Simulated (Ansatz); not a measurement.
# CH3BClF: one molecule under many settings

How do the results and run time of CH3BClF respond when the settings are drawn wide?

The runs use Ansatz 0.2.0, Gaussian basis; the settings change from run to run.

1 further run of the same task is left out (it didn't finish).

**1. The relaxed structure**

An earlier PBE0-D4 in a triple-zeta def2 set relaxation fixed the geometry.

SMILES `BC(F)Cl`, 7 atoms, charge 0, spin multiplicity 1.

Atoms are counted from 1 here; the program's logs count them from 0.

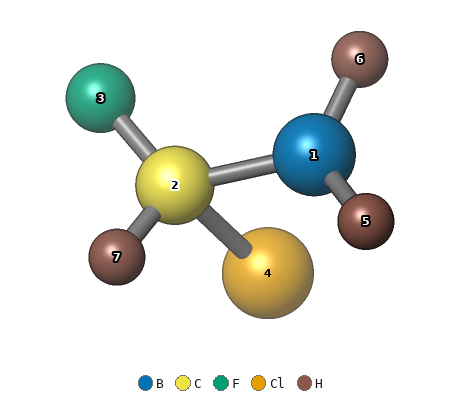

The geometry (boron blue, carbon yellow, fluorine teal, chlorine amber, hydrogen brown); atoms are numbered from 1 in the order of the file.

Geometry (Å):

```tsv
atom	x (Å)	y (Å)	z (Å)
B1	-0.3293	0.7900	0.0659
C2	0.5518	-0.4811	-0.0381
F3	1.0121	-1.0950	1.0565
Cl4	-1.1506	-1.1213	-0.4750
H5	-0.4340	1.4844	-0.8957
H6	-0.7660	1.0804	1.1343
H7	1.1773	-0.7257	-0.8938
```

**2. LC-wPBE/6-31G***

This run has multiplicity 3.

in.yaml

```yaml
crystal:
  periodic: [false, false, false]
  atoms:
    - {symbol: B, position_ang: [-0.329337, 0.790041, 0.065938]}
    - {symbol: C, position_ang: [0.551832, -0.481111, -0.038057]}
    - {symbol: F, position_ang: [1.012143, -1.095017, 1.056494]}
    - {symbol: Cl, position_ang: [-1.150604, -1.121250, -0.475020]}
    - {symbol: H, position_ang: [-0.433983, 1.484441, -0.895719]}
    - {symbol: H, position_ang: [-0.766044, 1.080449, 1.134349]}
    - {symbol: H, position_ang: [1.177293, -0.725655, -0.893784]}
basis:
  gaussian: {orbitals: "6-31G*"}
magnetization: {spin_polarized: true, initial_magnetization: 2}
hamiltonian: {xc: {name: LC-wPBE}}
```

Run with:

```console
> ansatz run in.yaml --threads 2 --pin off --events-out ev --progress --plain --max-ram 4352MiB
```

Log:

```text
Functional definition: LC-wPBE
  name "LC-wPBE"
  cite "Vydrov & Scuseria, J. Chem. Phys. 125, 234109 (2006) doi:10.1063/1.2409292"
  cite "Heyd & Scuseria, J. Chem. Phys. 120, 7274 (2004) doi:10.1063/1.1668634"
  cite "Ernzerhof & Perdew, J. Chem. Phys. 109, 3313 (1998) doi:10.1063/1.476928"
  cite "Perdew, Burke & Ernzerhof, Phys. Rev. Lett. 77, 3865 (1996) doi:10.1103/PhysRevLett.77.3865"
  parent pbe
  parameter omega = 0.4/bohr
  exchange = pbe_x_sr(omega) + exact_x_lr(omega)
  correlation = pbe_c
795 factors; their error is unknown
247 factors; integrals over basis functions are off by at most 1.2e-5 eV
mean field evaluation 1: about -16986.6628 eV, gradient 1.4e1 eV
mean field evaluation 2: about -16987.3499 eV, gradient 1.1e1 eV
mean field evaluation 4: about -16987.9054 eV, gradient 1.3e0 eV
mean field evaluation 8: about -16987.9880 eV, gradient 2.4e-1 eV
mean field evaluation 16: about -16987.9485 eV, gradient 1.0e-2 eV
mean field evaluation 32: about -16987.9485 eV, gradient 5.1e-5 eV
mean field -16987.94846266 eV, -624.2955911576 hartree, gradient 4.0e-5 eV, S^2 2.006288; 6 other end points of the search recorded, 0 dependent functions left out
reference -16987.94846266 eV, -624.2955911577 hartree; 21, 19 occupied and 49, 51 virtual orbitals, 795 factors
Total energy: -16987.94846266 eV, -624.2955911577 hartree
```

Wall time 5 s (2 threads of Arm Neoverse V1, shared host).

⟨S²⟩ 2.006.

**3. rPW86-PBE/pcseg-2**

Set apart from the defaults: multiplicity 3, D4 dispersion.

Edit in.yaml of step 2 so:

```diff
@@ -11,4 +11,5 @@
 basis:
-  gaussian: {orbitals: "6-31G*"}
+  gaussian: {orbitals: pcseg-2}
 magnetization: {spin_polarized: true, initial_magnetization: 2}
-hamiltonian: {xc: {name: LC-wPBE}}
+hamiltonian: {xc: {name: rPW86-PBE}, dispersion: d4}
+output: {forces: true}
```

Same command.

Log (excerpt; [...] marks lines left out):

```text
Functional definition: rPW86-PBE
  name "rPW86-PBE"
  cite "Murray, Lee & Langreth, J. Chem. Theory Comput. 5, 2754 (2009) doi:10.1021/ct900365q"
  cite "Perdew, Burke & Ernzerhof, Phys. Rev. Lett. 77, 3865 (1996) doi:10.1103/PhysRevLett.77.3865"
  parent pbe
[...]
919 factors; their error is unknown
[...]
mean field -17016.97549119 eV, -625.3623147811 hartree, gradient 8.6e-6 eV, S^2 2.003453; 8 other end points of the search recorded, 0 dependent functions left out
[...]
reference -17016.97560488 eV, -625.3623189589 hartree; 21, 19 occupied and 145, 147 virtual orbitals, 919 factors
Total energy: -17017.11230267 eV, -625.3673425102 hartree
Atom 0 at    -0.329337     0.790041     0.065938 Å, force     0.801657     2.396647     1.383632 eV/Å
Atom 1 at     0.551832    -0.481111    -0.038057 Å, force     3.930192     1.102245    -0.275999 eV/Å
Atom 2 at     1.012143    -1.095017     1.056494 Å, force    -0.018695    -0.093621     0.757392 eV/Å
Atom 3 at    -1.150604    -1.121250    -0.475020 Å, force    -5.214958    -3.937072    -1.247939 eV/Å
Atom 4 at    -0.433983     1.484441    -0.895719 Å, force     0.460222    -0.043476    -0.264284 eV/Å
Atom 5 at    -0.766044     1.080449     1.134349 Å, force    -0.172813    -0.000395    -0.137411 eV/Å
Atom 6 at     1.177293    -0.725655    -0.893784 Å, force     0.214394     0.575672    -0.215391 eV/Å
Dipole moment:     0.158840    -0.168804    -0.221260 e Å
```

Wall time 17 s (2 threads of Arm Neoverse V1, shared host); peak memory 0.35 GiB.

Largest force 6.652 eV/Å, dipole 1.54 D, ⟨S²⟩ 2.003.

**4. BLYP/def2-mTZVP**

This run has multiplicity 3, density fitting with cc-pVTZ-jkfit, finite nuclei, relativity set to scalar.

Edit in.yaml of step 3 so:

```diff
@@ -11,5 +11,5 @@
 basis:
-  gaussian: {orbitals: pcseg-2}
+  gaussian: {orbitals: def2-mTZVP, fitting: {mean_field: cc-pVTZ-jkfit}, nuclear_model: gaussian}
 magnetization: {spin_polarized: true, initial_magnetization: 2}
-hamiltonian: {xc: {name: rPW86-PBE}, dispersion: d4}
+hamiltonian: {xc: {name: BLYP}, pseudopotentials: {relativity: scalar}}
 output: {forces: true}
```

Same command.

Log (excerpt; [...] marks lines left out):

```text
Functional definition: BLYP
  name "BLYP"
  cite "Becke, Phys. Rev. A 38, 3098 (1988) doi:10.1103/PhysRevA.38.3098"
  cite "Lee, Yang & Parr, Phys. Rev. B 37, 785 (1988) doi:10.1103/PhysRevB.37.785"
[...]
448 factors; integrals over basis functions are off by at most 2.5e-1 eV
[...]
mean field -17032.87842622 eV, -625.9467368638 hartree, gradient 2.8e-5 eV, S^2 2.002524; 6 other end points of the search recorded, 0 dependent functions left out
[...]
reference -17032.87873863 eV, -625.9467483449 hartree; 21, 19 occupied and 67, 69 virtual orbitals, 448 factors
Total energy: -17032.87873863 eV, -625.9467483449 hartree
Relativity: scalar
Atom 0 at    -0.329337     0.790041     0.065938 Å, force     0.871931     2.542483     1.444503 eV/Å
Atom 1 at     0.551832    -0.481111    -0.038057 Å, force     4.370672     1.478323    -0.299518 eV/Å
Atom 2 at     1.012143    -1.095017     1.056494 Å, force     0.101256    -0.234461     0.987980 eV/Å
Atom 3 at    -1.150604    -1.121250    -0.475020 Å, force    -5.901490    -4.335016    -1.457412 eV/Å
Atom 4 at    -0.433983     1.484441    -0.895719 Å, force     0.452725    -0.022148    -0.278140 eV/Å
Atom 5 at    -0.766044     1.080449     1.134349 Å, force    -0.176317     0.021067    -0.131673 eV/Å
Atom 6 at     1.177293    -0.725655    -0.893784 Å, force     0.281223     0.549751    -0.265741 eV/Å
Dipole moment:     0.137740    -0.184449    -0.233553 e Å
```

Run time: 4.1 s. Hardware: 2 threads of Arm Neoverse V1, shared host.

Largest force 7.466 eV/Å, dipole 1.58 D, ⟨S²⟩ 2.003.

**5. PBE/cc-pVTZ-DK**

Edit in.yaml of step 4 so:

```diff
@@ -11,5 +11,3 @@
 basis:
-  gaussian: {orbitals: def2-mTZVP, fitting: {mean_field: cc-pVTZ-jkfit}, nuclear_model: gaussian}
-magnetization: {spin_polarized: true, initial_magnetization: 2}
-hamiltonian: {xc: {name: BLYP}, pseudopotentials: {relativity: scalar}}
-output: {forces: true}
+  gaussian: {orbitals: cc-pVTZ-DK}
+hamiltonian: {xc: {name: PBE}}
```

Launched as before.

Log:

```text
Functional definition: PBE
  name "PBE"
  cite "Perdew, Burke & Ernzerhof, Phys. Rev. Lett. 77, 3865 (1996) doi:10.1103/PhysRevLett.77.3865"
  parent pbe
  parameter kappa = 0.804
  parameter beta = 0.06672455060314922
  exchange = pbe_x(kappa = kappa, mu = beta*pi^2/3)
  correlation = pbe_c(beta = beta)
982 factors; their error is unknown
mean field evaluation 1: about -17028.3531 eV, gradient 4.9e1 eV
mean field evaluation 2: about -17017.8882 eV, gradient 7.7e1 eV
mean field evaluation 4: about -17034.4491 eV, gradient 6.1e0 eV
mean field evaluation 8: about -17034.5437 eV, gradient 1.1e-1 eV
mean field evaluation 16: about -17034.5091 eV, gradient 2.2e-4 eV
mean field -17034.50910114 eV, -626.0066630618 hartree, gradient 6.5e-5 eV, S^2 0.000000; 0 other end points of the search recorded, 0 dependent functions left out
reference -17034.50913438 eV, -626.0066642835 hartree; 20, 20 occupied and 146, 146 virtual orbitals, 982 factors
Total energy: -17034.50913438 eV, -626.0066642835 hartree
Relativity: scalar
```

Wall time 1.8 s (2 threads of Arm Neoverse V1, shared host).

**6. wB97X-V/cc-pVDZ**

Edit in.yaml of step 5 so:

```diff
@@ -11,3 +11,4 @@
 basis:
-  gaussian: {orbitals: cc-pVTZ-DK}
-hamiltonian: {xc: {name: PBE}}
+  gaussian: {orbitals: cc-pVDZ}
+hamiltonian: {xc: {name: wB97X-V}}
+output: {forces: true}
```

Launched as before.

Log (excerpt; [...] marks lines left out):

```text
Functional definition: wB97X-V
  name "wB97X-V"
  cite "Mardirossian & Head-Gordon, Phys. Chem. Chem. Phys. 16, 9904 (2014) doi:10.1039/C3CP54374A"
  cite "Becke, J. Chem. Phys. 107, 8554 (1997) doi:10.1063/1.475007"
  cite "Vydrov & Van Voorhis, J. Chem. Phys. 133, 244103 (2010) doi:10.1063/1.3521275"
[...]
      + integral(e_c_pw_opposite_spin*poly(b97_u_opposite, cos0, cos1)) + vv10(b, c)
713 factors; integrals over basis functions are off by at most 9.8e-4 eV
206 factors; integrals over basis functions are off by at most 1.1e-5 eV
[...]
mean field -16997.87191470 eV, -624.6602712937 hartree, gradient 7.0e-5 eV, S^2 0.000000; 0 other end points of the search recorded, 0 dependent functions left out
[...]
reference -16997.87191340 eV, -624.6602712460 hartree; 20, 20 occupied and 55, 55 virtual orbitals, 713 factors
Total energy: -16997.87191340 eV, -624.6602712460 hartree
Atom 0 at    -0.329337     0.790041     0.065938 Å, force     0.110540     0.086017     0.053902 eV/Å
Atom 1 at     0.551832    -0.481111    -0.038057 Å, force     0.007962     0.139350    -0.075723 eV/Å
Atom 2 at     1.012143    -1.095017     1.056494 Å, force     0.074106    -0.168245     0.361643 eV/Å
Atom 3 at    -1.150604    -1.121250    -0.475020 Å, force    -0.237999    -0.240311    -0.074309 eV/Å
Atom 4 at    -0.433983     1.484441    -0.895719 Å, force    -0.036221     0.169915    -0.246364 eV/Å
Atom 5 at    -0.766044     1.080449     1.134349 Å, force    -0.111407     0.072889     0.280178 eV/Å
Atom 6 at     1.177293    -0.725655    -0.893784 Å, force     0.193020    -0.059614    -0.299326 eV/Å
Dipole moment:     0.190691    -0.021896    -0.200569 e Å
```

Wall time 4.9 s (2 threads of Arm Neoverse V1, shared host).

Largest force 0.406 eV/Å, dipole 1.33 D.

**7. r2SCAN/aug-cc-pVDZ**

Options: a grid of angular degree 23, D3(BJ) with three-body dispersion, high accuracy.

Edit in.yaml of step 6 so:

```diff
@@ -11,4 +11,5 @@
 basis:
-  gaussian: {orbitals: cc-pVDZ}
-hamiltonian: {xc: {name: wB97X-V}}
+  gaussian: {orbitals: aug-cc-pVDZ, final_grid: {core_spheres: 8, valence_spheres: 7, degree: 23}}
+hamiltonian: {xc: {name: r2SCAN}, dispersion: d3bjatm}
+accuracy: high
 output: {forces: true}
```

Launched as before.

Log (excerpt; [...] marks lines left out):

```text
Functional definition: r2SCAN
  name "r2SCAN"
  cite "Furness, Kaplan, Ning, Perdew & Sun, J. Phys. Chem. Lett. 11, 8208 (2020) doi:10.1021/acs.jpclett.0c02405"
  cite "Furness, Kaplan, Ning, Perdew & Sun, J. Phys. Chem. Lett. 11, 9248 (2020) doi:10.1021/acs.jpclett.0c03077"
  parent r2scan
[...]
2479 factors; integrals over basis functions are off by at most 3.8e-9 eV
[...]
mean field -16998.45205538 eV, -624.6815910705 hartree, gradient 5.1e-8 eV, S^2 0.000000; 0 other end points of the search recorded, 0 dependent functions left out
[...]
reference -16998.45205982 eV, -624.6815912337 hartree; 20, 20 occupied and 103, 103 virtual orbitals, 2479 factors
Total energy: -16998.48304189 eV, -624.6827298037 hartree
Atom 0 at    -0.329337     0.790041     0.065938 Å, force     0.064316     0.126636     0.065757 eV/Å
Atom 1 at     0.551832    -0.481111    -0.038057 Å, force     0.100633     0.556712    -0.366165 eV/Å
Atom 2 at     1.012143    -1.095017     1.056494 Å, force     0.264602    -0.373214     0.652184 eV/Å
Atom 3 at    -1.150604    -1.121250    -0.475020 Å, force    -0.524189    -0.348912    -0.160417 eV/Å
Atom 4 at    -0.433983     1.484441    -0.895719 Å, force    -0.007371     0.102372    -0.156006 eV/Å
Atom 5 at    -0.766044     1.080449     1.134349 Å, force    -0.066262     0.038163     0.173436 eV/Å
Atom 6 at     1.177293    -0.725655    -0.893784 Å, force     0.168271    -0.101757    -0.208789 eV/Å
Dipole moment:     0.159569    -0.026541    -0.209392 e Å
```

Run time: 5.5 s. Hardware: 2 threads of Arm Neoverse V1, shared host; peak memory 0.34 GiB.

Largest force 0.797 eV/Å, dipole 1.27 D.

**8. wB97/def2-TZVPD**

Options: atoms shaken by 0.03 Å, finite nuclei.

in.yaml

```yaml
crystal:
  periodic: [false, false, false]
  atoms:
    - {symbol: B, position_ang: [-0.322337, 0.796135, 0.088881]}
    - {symbol: C, position_ang: [0.565597, -0.453823, -0.075671]}
    - {symbol: F, position_ang: [1.053555, -1.069948, 1.059214]}
    - {symbol: Cl, position_ang: [-1.139355, -1.084105, -0.456275]}
    - {symbol: H, position_ang: [-0.414665, 1.461281, -0.869241]}
    - {symbol: H, position_ang: [-0.727834, 1.084755, 1.098996]}
    - {symbol: H, position_ang: [1.255181, -0.717912, -0.871933]}
basis:
  gaussian: {orbitals: def2-TZVPD, nuclear_model: gaussian}
hamiltonian: {xc: {name: wB97}}
```

Same command.

Log (excerpt; [...] marks lines left out):

```text
Functional definition: wB97
  name "wB97"
  cite "Chai & Head-Gordon, J. Chem. Phys. 128, 084106 (2008) doi:10.1063/1.2834918"
  cite "Becke, J. Chem. Phys. 107, 8554 (1997) doi:10.1063/1.475007"
[...]
  # The coefficients of nought are those of the uniform gas.
[...]
      + integral(e_c_pw_opposite_spin*poly(b97_u_opposite, 1, cos1, cos2, cos3, cos4))
969 factors; their error is unknown
419 factors; integrals over basis functions are off by at most 3.9e-5 eV
[...]
mean field -17002.15217497 eV, -624.8175679574 hartree, gradient 1.6e-5 eV, S^2 0.000000; 0 other end points of the search recorded, 0 dependent functions left out
reference -17002.15215867 eV, -624.8175673584 hartree; 20, 20 occupied and 167, 167 virtual orbitals, 969 factors
Total energy: -17002.15215867 eV, -624.8175673584 hartree
```

Wall time 7 s (2 threads of Arm Neoverse V1, shared host); peak memory 0.33 GiB.

**9. wPBEh/cc-pVTZ-DK**

Options: unrestricted orbitals, coordinates scaled by 1.05, relativity set to scalar, the search for lower states set to full.

in.yaml

```yaml
crystal:
  periodic: [false, false, false]
  atoms:
    - {symbol: B, position_ang: [-0.345804, 0.829543, 0.069235]}
    - {symbol: C, position_ang: [0.579423, -0.505167, -0.039959]}
    - {symbol: F, position_ang: [1.062751, -1.149768, 1.109319]}
    - {symbol: Cl, position_ang: [-1.208134, -1.177313, -0.498771]}
    - {symbol: H, position_ang: [-0.455682, 1.558663, -0.940505]}
    - {symbol: H, position_ang: [-0.804346, 1.134472, 1.191066]}
    - {symbol: H, position_ang: [1.236157, -0.761938, -0.938474]}
basis:
  gaussian: {orbitals: cc-pVTZ-DK}
magnetization: {spin_polarized: true, initial_magnetization: 0}
hamiltonian: {xc: {name: wPBEh}, pseudopotentials: {relativity: scalar}}
scf: {lower_state_search: full}
output: {forces: true}
```

The command is unchanged.

Log (excerpt; [...] marks lines left out):

```text
Functional definition: wPBEh
  name "wPBEh"
  cite "Heyd, Scuseria & Ernzerhof, J. Chem. Phys. 118, 8207 (2003) doi:10.1063/1.1564060"
  cite "Krukau, Vydrov, Izmaylov & Scuseria, J. Chem. Phys. 125, 224106 (2006) doi:10.1063/1.2404663"
  cite "Heyd & Scuseria, J. Chem. Phys. 120, 7274 (2004) doi:10.1063/1.1668634"
  cite "Ernzerhof & Perdew, J. Chem. Phys. 109, 3313 (1998) doi:10.1063/1.476928"
  cite "Perdew, Burke & Ernzerhof, Phys. Rev. Lett. 77, 3865 (1996) doi:10.1103/PhysRevLett.77.3865"
  parent pbe
[...]
1019 factors; their error is unknown
82 factors; integrals over basis functions are off by at most 4.5e-7 eV
[...]
mean field -17036.27352202 eV, -626.0715043333 hartree, gradient 7.4e-6 eV, S^2 0.000000; 0 other end points of the search recorded, 0 dependent functions left out
[...]
reference -17036.27355601 eV, -626.0715055823 hartree; 20, 20 occupied and 146, 146 virtual orbitals, 1019 factors
Total energy: -17036.27355601 eV, -626.0715055823 hartree
Relativity: scalar
Atom 0 at    -0.345804     0.829543     0.069235 Å, force     0.319226    -0.469144     0.137535 eV/Å
Atom 1 at     0.579423    -0.505167    -0.039959 Å, force    -0.017615    -0.198572     0.440836 eV/Å
Atom 2 at     1.062751    -1.149768     1.109319 Å, force    -0.981863     1.150130    -2.143622 eV/Å
Atom 3 at    -1.208134    -1.177313    -0.498771 Å, force     1.073918     0.481541     0.326988 eV/Å
Atom 4 at    -0.455682     1.558663    -0.940505 Å, force     0.136756    -0.828134     1.016304 eV/Å
Atom 5 at    -0.804346     1.134472     1.191066 Å, force     0.468051    -0.365610    -1.184960 eV/Å
Atom 6 at     1.236157    -0.761938    -0.938474 Å, force    -0.998473     0.229789     1.406919 eV/Å
Dipole moment:     0.184994     0.037200    -0.232578 e Å
```

Wall time 6 s (2 threads of Arm Neoverse V1, shared host); peak memory 0.43 GiB.

Largest force 2.623 eV/Å, dipole 1.44 D, ⟨S²⟩ 0.000.

**10. r2SCANh/aug-pcseg-2**

Set apart from the defaults: atoms shaken by 0.03 Å, density fitting with def2-universal-jkfit, the search for lower states set to off.

in.yaml

```yaml
crystal:
  periodic: [false, false, false]
  atoms:
    - {symbol: B, position_ang: [-0.301940, 0.818063, 0.082741]}
    - {symbol: C, position_ang: [0.572201, -0.499475, -0.085117]}
    - {symbol: F, position_ang: [1.000044, -1.100085, 0.981584]}
    - {symbol: Cl, position_ang: [-1.127063, -1.094839, -0.507827]}
    - {symbol: H, position_ang: [-0.481139, 1.517297, -0.872635]}
    - {symbol: H, position_ang: [-0.743858, 1.024772, 1.145895]}
    - {symbol: H, position_ang: [1.241733, -0.742845, -0.911496]}
basis:
  gaussian: {orbitals: aug-pcseg-2, fitting: {mean_field: def2-universal-jkfit}}
hamiltonian: {xc: {name: r2SCANh}}
scf: {lower_state_search: off}
```

The command is unchanged.

Log (excerpt; [...] marks lines left out):

```text
Functional definition: r2SCANh
  name "r2SCANh"
  cite "Bursch, Neugebauer, Ehlert & Grimme, J. Chem. Phys. 156, 134105 (2022) doi:10.1063/5.0086040"
  cite "Furness, Kaplan, Ning, Perdew & Sun, J. Phys. Chem. Lett. 11, 8208 (2020) doi:10.1021/acs.jpclett.0c02405"
  cite "Furness, Kaplan, Ning, Perdew & Sun, J. Phys. Chem. Lett. 11, 9248 (2020) doi:10.1021/acs.jpclett.0c03077"
  parent r2scan
[...]
409 factors; integrals over basis functions are off by at most 1.1e0 eV
[...]
mean field -16999.82070559 eV, -624.7318880380 hartree, gradient 2.0e-6 eV, S^2 0.000000; 0 other end points of the search recorded, 0 dependent functions left out
reference -16999.82072705 eV, -624.7318888269 hartree; 20, 20 occupied and 237, 237 virtual orbitals, 409 factors
Total energy: -16999.82072705 eV, -624.7318888269 hartree
Checks for a lower state left out: stability, starts, cluster_reference, orbital_swaps, neighbouring_geometries, increment
```

Run time: 4.2 s. Hardware: 2 threads of Arm Neoverse V1, shared host; peak memory 0.32 GiB.

**11. All runs side by side**

```tsv
level	charge	multiplicity	geometry	functions	energy (eV)	time
LC-wPBE/6-31G*	0	3	relaxed	70	-16987.948	5 s
rPW86-PBE/pcseg-2	0	3	relaxed	166	-17017.112	17 s
BLYP/def2-mTZVP	0	3	relaxed	88	-17032.879	4.1 s
PBE/cc-pVTZ-DK	0	1	relaxed	166	-17034.509	1.8 s
wB97X-V/cc-pVDZ	0	1	relaxed	75	-16997.872	4.9 s
r2SCAN/aug-cc-pVDZ	0	1	relaxed	123	-16998.483	5.5 s
wB97/def2-TZVPD	0	1	shaken	187	-17002.152	7 s
wPBEh/cc-pVTZ-DK	0	1	scaled	166	-17036.274	6 s
r2SCANh/aug-pcseg-2	0	1	shaken	257	-16999.821	4.2 s
```

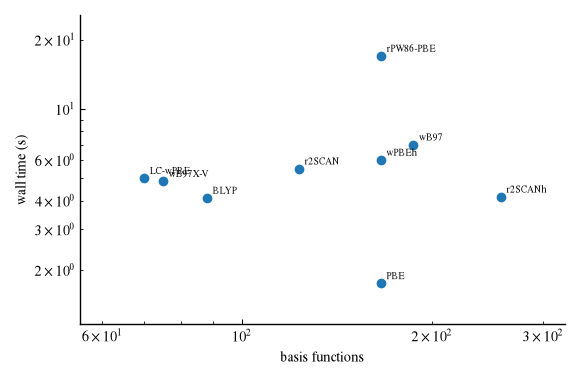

Wall time against the number of basis functions (shared host).

**12. What came out**

| quantity | value |
| --- | --- |
| runs | 9 |
| quickest | PBE/cc-pVTZ-DK, 1.8 s |
| slowest | rPW86-PBE/pcseg-2, 17 s |
| spread of total energies, same state and geometry | 36.6 eV |
| dipole, same state and geometry | 1.27 to 1.33 D |

**Reading.** Run time spans a factor of 10, from PBE/cc-pVTZ-DK to rPW86-PBE/pcseg-2. The jobs differ in tasks and options as well as level. Total energies at one charge and spin differ by 37 eV between levels, so only differences within one level mean anything. Some of these runs are scalar-relativistic and others not, which shifts the totals of all-electron atoms past neon by eV; core potentials, where a basis has them, take the core out of the total altogether. At the PBE0-D4/def2-TZVP geometry and in the same state, runs without warnings or point charges leave forces up to 0.80 eV/Å (r2SCAN/aug-cc-pVDZ), against 2.6 eV/Å where the atoms were moved.
